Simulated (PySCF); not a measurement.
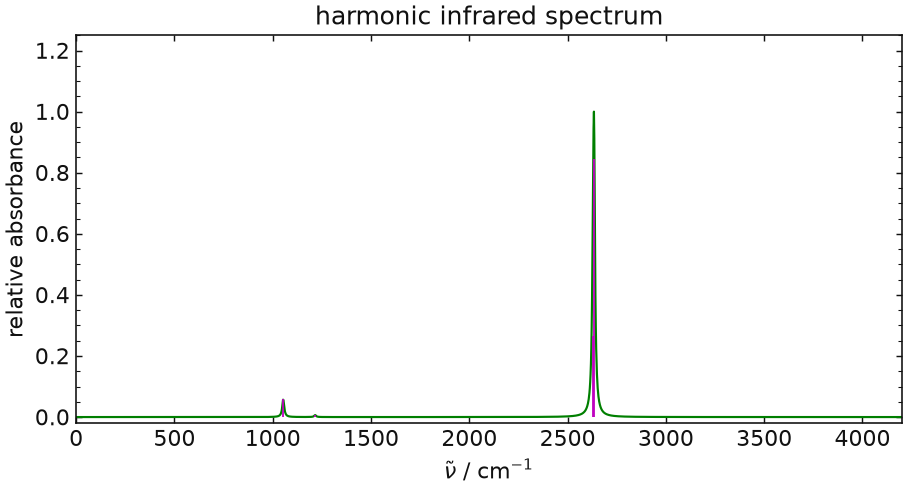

IR spectrum of SH₃⁺, singlet, at a minimum, with S as the central atom. Unscaled harmonic wavenumbers and double-harmonic intensities, PBE0/def2-TZVP in PySCF 2.14.0, isolated molecule. Structures are the lowest points that the searches found. Degenerate modes count as one line, with their intensities summed. Lorentzian lines of 12 cm⁻¹ full width. Close modes add up in the curve.

Q: Which point group goes with this spectrum?

A: The calculation gave C3v. Its 6 modes give 4 distinct wavenumbers, 4 with an intensity of 0.05 km/mol or more.
```csv
cm⁻¹,km/mol,symmetry
1053.2,13.1,a1
1215.6,1.5,e (×2)
2628.9,60.5,a1
2634.3,191.4,e (×2)
```

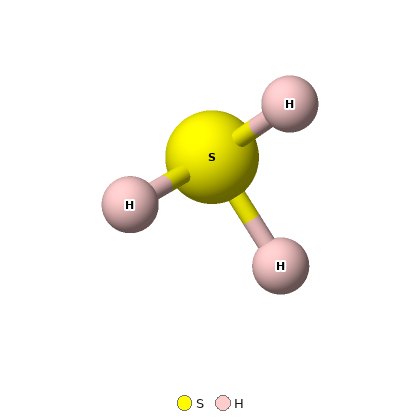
